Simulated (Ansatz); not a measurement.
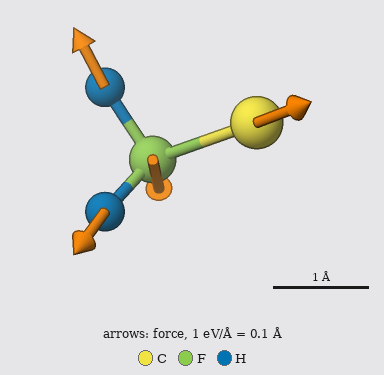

Starting geometry of CH2F (charge −1) with the computed forces as orange arrows. Style: ball-and-stick. Shown at a tilt.

It is one of the separated reactants of a reaction.

Computed with Ansatz, RKS PBE-D4/def2-SVPD.

Input file:
```yaml
crystal:
  periodic: [false, false, false]
  atoms:
    - {symbol: C, position_ang: [0.947994, 0.720265, 0.455982]}
    - {symbol: F, position_ang: [0.045582, -0.094376, -0.409206]}
    - {symbol: H, position_ang: [-0.756657, 0.311795, -0.269430]}
    - {symbol: H, position_ang: [-0.036825, -0.857049, 0.080323]}
basis:
  gaussian: {orbitals: def2-SVPD}
total_charge: -1
hamiltonian: {xc: pbe, dispersion: d4}
relax: {f_tol: 0.03, max_steps: 250}
```

Run as
```bash
ansatz run in.yaml --threads 2 --pin off --events-out ev --progress --plain --max-ram 4352MiB
```

> Is this structure relaxed? If not, where do the atoms go?

It isn't relaxed: the largest force vector, on F2, is 10.46 eV/Å. The final displacements have little in common with the starting forces (cosine between the two patterns 0.23). The energy falls by 13.646 eV in 14 geometry steps. Largest force component: 10 eV/Å at the start, 0.01 eV/Å at the end. F2 moves most after the best rigid fit: 1.00 Å. Largest moves by element: F 1.00 Å, C 0.84 Å, H 0.52 Å. Some distances before and after: F2–H3 0.910 → 2.059 Å, C1–H3 1.897 → 1.134 Å, C1–F2 1.492 → 1.535 Å. New bonds form: C1–H3 (1.90 → 1.13 Å), C1–H4 (1.90 → 1.13 Å). Bonds break: F2–H3 (0.91 → 2.06 Å), F2–H4 (0.91 → 2.06 Å).
